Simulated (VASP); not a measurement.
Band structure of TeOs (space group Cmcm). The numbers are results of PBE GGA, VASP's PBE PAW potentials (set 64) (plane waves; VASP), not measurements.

Unless said otherwise, spin-orbit coupling is left out, though it shifts the bands of the heavy elements here.

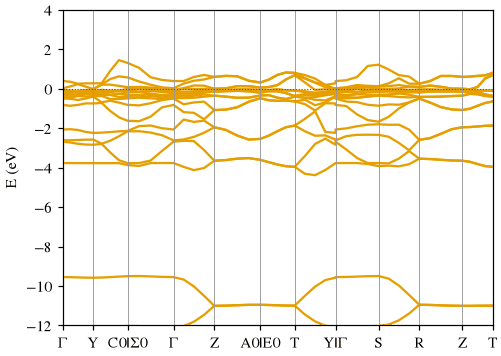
Fig. 1. Bands along high-symmetry lines, zero at the valence-band maximum or, without a gap, the Fermi level

Q: Read the plot: is there a gap, and where are the band edges?

A: It has no gap at this level: it comes out as a metal or semimetal.

The structure was generated: TeOs was put into an ordered model structure, which need not be its known phase. The cell was not relaxed at this level. The k-mesh is coarse (spacing up to 0.44 per Å, 2π included), so the numbers may not be converged in it. VASP warned that the highest band is occupied, so more bands are needed.
